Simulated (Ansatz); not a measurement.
## Electronic structure of CHBCuSe (SMILES [Cu][C]1=[Se+]B1) (charge +1) in real space

```yaml
atoms:
  - { symbol: C, position_ang: [-1.6216, 0.6566, 0.2776] }
  - { symbol: B, position_ang: [-2.8615, 0.6527, 1.1107] }
  - { symbol: Cu, position_ang: [0.1408, 1.1176, -0.1311] }
  - { symbol: Se, position_ang: [-2.9542, -0.3494, -0.5332] }
  - { symbol: H, position_ang: [-3.5208, 0.9415, 2.0490] }
```

Geometry: PBE0-D3(BJ)/pcseg-1.

Level of theory: isolated molecule in a Gaussian basis; Kohn-Sham density functional theory, functional PBE0 (Ansatz).

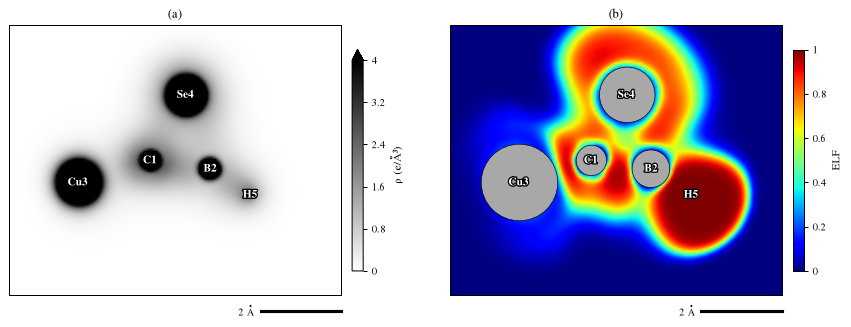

Figure 1. (a) electron density; (b) ELF on the molecular plane. Grey discs cover the atomic cores in the ELF map.

### Read the bonding off the picture.

The plane passes through C, B, Cu, Se and H nuclei. C–B (1.49 Å): ρ is about 1.6 e/Å³ halfway; the ELF peaks at about 0.95 between the atoms: a covalent bond. C–Se (1.86 Å): the density is about 1.1 e/Å³ at the midpoint; the ELF peaks at about 0.75 between the atoms (a covalent bond). C–Cu (1.87 Å): ρ at the midpoint is about 0.84 e/Å³; the ELF peaks at about 0.95 in the valence shell of C, 0.6 Å from its nucleus, and is about 0.30 at the midpoint. B–Se (1.93 Å): ρ at the midpoint is about 0.97 e/Å³; the ELF peaks at about 0.70 between the atoms. B–H (1.18 Å): the density is about 1.3 e/Å³ at the midpoint; the ELF climbs to about 1 towards the hydrogen, as it does in any bond to H (an ordinary covalent bond to hydrogen). The ELF also peaks beside Se4, away from the bonds: lone-pair regions.

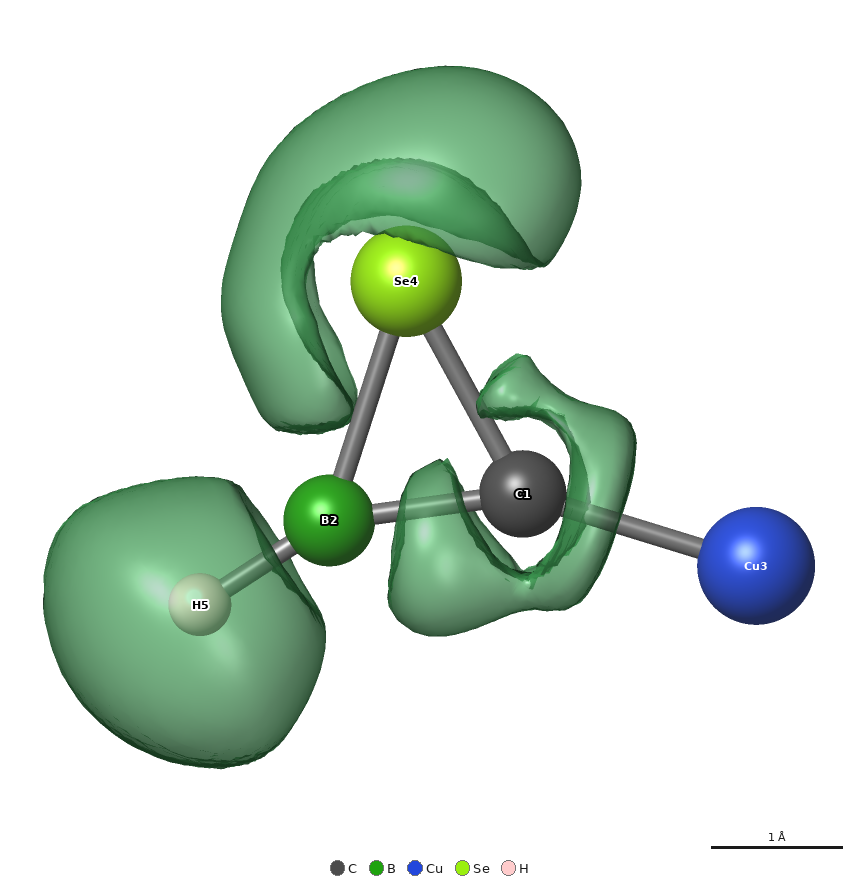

Figure 2. Isosurface of the electron localisation function at 0.75 (green), seen across its widest extent. Only the valence region is drawn (cores and ρ < 0.01 e/Å³ removed).

### Identify the bonds, lone pairs and shells in this picture.

At this value the surface marks out one region around a hydrogen nucleus, one region on C in which the atom's valence shell and bonds are merged and one region wrapped around Se (its valence shell).

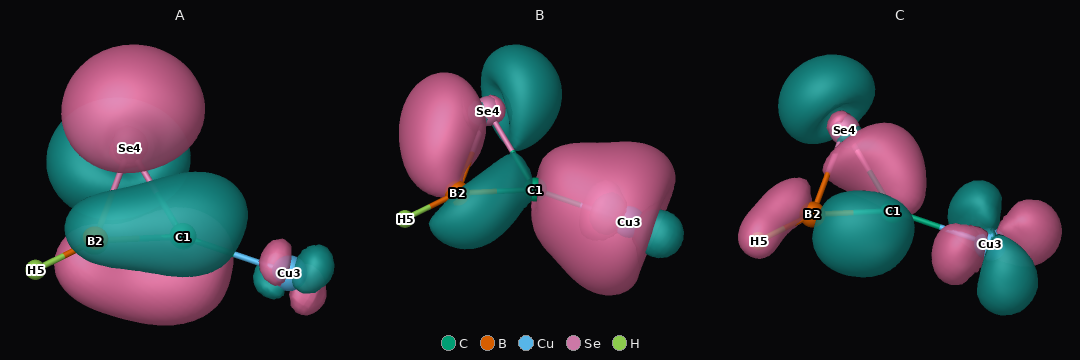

Figure 3. Three frontier orbitals at ±0.1 Å⁻³ᐟ² (teal and pink are the two phases), in no order.

### Which picture is the HOMO−1, the HOMO and the LUMO?

C is the HOMO−1 (−13.56 eV). It lies mainly on Cu3 (about 65 %), Se4 (about 15 %), C1 (about 15 %) and B2 (about 5 %). B is the HOMO (−12.45 eV). It lies mainly on Cu3 (about 50 %), Se4 (about 20 %), C1 (about 15 %) and B2 (about 10 %). A is the LUMO (−8.79 eV). Its weight (Hirshfeld) is mainly on Se4 (about 45 %), C1 (about 30 %), B2 (about 15 %) and Cu3 (about 10 %); it changes sign across the molecular plane (π type); π-bonding across C1–B2; π-antibonding (a node) across C1–Se4.

### What is the HOMO–LUMO gap?

3.66 eV between the orbital energies.
